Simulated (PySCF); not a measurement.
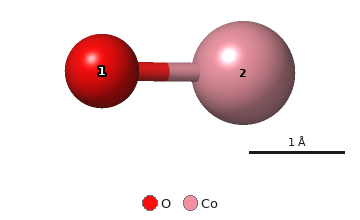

Fig. 1: The input geometry (ball-and-stick view, seen at a tilt; atoms are numbered from 1 in the order of the input). Sticks mark near contacts.

# Geometry relaxation, with input and output: CoO

CoO, multiplicity 4, SMILES [O][Co], computed with PBE0-D3(BJ)/def2-SVP geometry optimisation, gas phase (PySCF 2.14.0).

### Input
```
{"job": {"xc": "PBE0", "basis": "def2-SVP", "d3": "d3bj", "grid": 1, "shake": 0.03, "kind": "geom"}, "charge": 0, "multiplicity": 4}
O      0.834450    -0.081890     0.006180
Co    -0.784730    -0.005830    -0.028400
```

The first line tells a small driver script what to run in PySCF; the rest is the geometry in Å.

Run on 1 CPU thread, shared host.

Launch command:
```bash
OMP_NUM_THREADS=1 python <driver script> task.json out
```

### Output
```
step   0  E = -1457.34515706  max force = 0.021565
step   1  E = -1457.34573192  max force = 0.003145
step   2  E = -1457.34574360  max force = 0.000270
optimisation converged
```

### Trajectory as extended XYZ (Å, eV, eV/Å), 3 frames, from step=0 to step=2
```
2
Properties=species:S:1:pos:R:3:forces:R:3 step=0 energy=-39656.38163
O     0.8345   -0.0819    0.0062   -1.1089   0.0532  -0.0228
Co   -0.7847   -0.0058   -0.0284    1.1089  -0.0532   0.0228
2
Properties=species:S:1:pos:R:3:forces:R:3 step=1 energy=-39656.39728
O     0.8224   -0.0809    0.0063   -0.1617   0.0074  -0.0023
Co   -0.7727   -0.0069   -0.0285    0.1617  -0.0074   0.0023
2
Properties=species:S:1:pos:R:3:forces:R:3 step=2 energy=-39656.39759
O     0.8203   -0.0808    0.0069    0.0139  -0.0008   0.0010
Co   -0.7706   -0.0069   -0.0291   -0.0139   0.0008  -0.0010
```

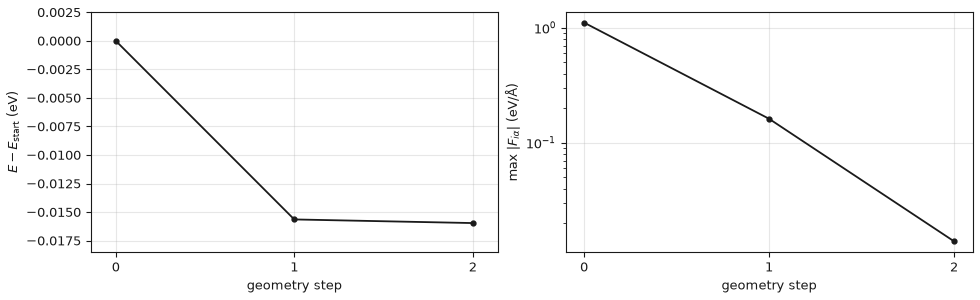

Fig. 2: Progress of the relaxation, step by step (steps are counted from 0). Over 2 geometry steps the energy falls by 0.016 eV. The largest force component goes from 1.1 to 0.014 eV/Å. The largest moves after the best rigid fit, 0.014 Å, are those of O1 and Co2. Largest moves by element: O 0.014 Å, Co 0.014 Å. Distances before and after: O1–Co2 1.621 → 1.593 Å. (Atoms are counted from 1 in the order of the input.)

### Key numbers

```csv
quantity,value
outcome,converged
total energy,−1457.345744 hartree
⟨S²⟩,3.881
dipole moment,4.49 D
point group,Cinfv
wall time,17 s
peak memory,0.25 GiB
```
